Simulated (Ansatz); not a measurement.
Base system: Si in the diamond structure (space group Fd-3m, No. 227; a = 5.4443 Å).

The change: the cell is scaled by 0.9750 in all directions; the atoms relax in the strained cell.

Calculations: r2SCAN (Ansatz, a program for electronic structure, PAW, scalar-relativistic without spin-orbit coupling).

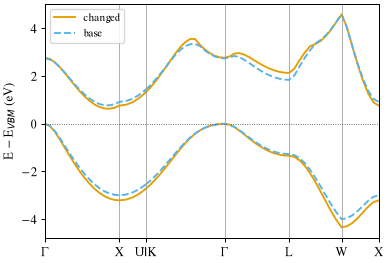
Figure. Highest valence and lowest conduction band along the path, each from its own valence-band maximum

Task: Read the changed gap and its character from the plot.

Result: About 0.6 eV, indirect, Γ → Γ–X (87 % along).

No phonon test of stability was made.
